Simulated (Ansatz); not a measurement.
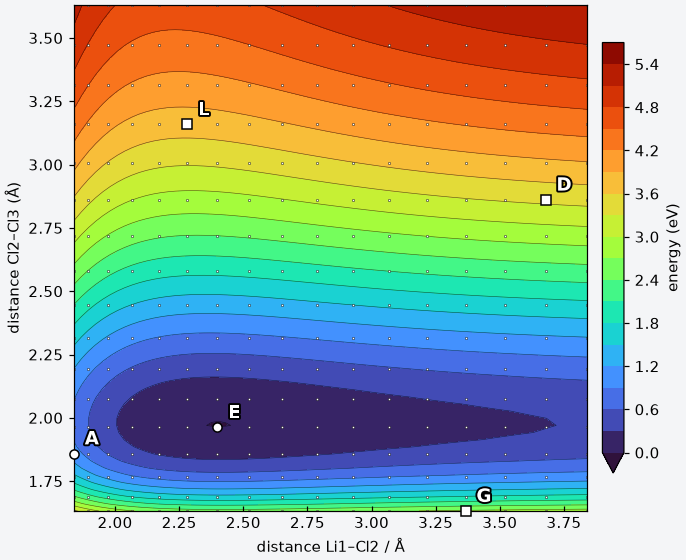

The system Li⁺ + Cl₂. Coordinates scanned: (1) distance Li1–Cl2; (2) distance Cl2–Cl3. Nothing is relaxed (the angle Li1–Cl2–Cl3 is fixed at 120 degrees). Grid: 17 × 17 points. Points are written as (first, second). Energies are in eV, from the lowest grid point. The reference is spin-restricted, so regions where a bond is pulled apart into radicals lie too high. Computed with RHF/def2-TZVPD (Ansatz).

Drawn: filled contours, dots at the grid points, lettered points. Between grid points the surface is interpolated.

Q: Is D the lowest point of the computed grid?

A: No. D lies 3.36 eV above the lowest grid point, which is at (2.399 Å, 1.962 Å).

Q: What kind of point is each of D, E, L: minimum, saddle, maximum or slope?

A: D: on a slope; E: minimum; L: on a slope. (In these two coordinates alone; a stationary point may lie a little off the grid point.)

Q: Rank the lettered points by energy, lowest first.

A: E (0.00 eV), A (1.03 eV), G (2.75 eV), D (3.36 eV), L (3.74 eV).
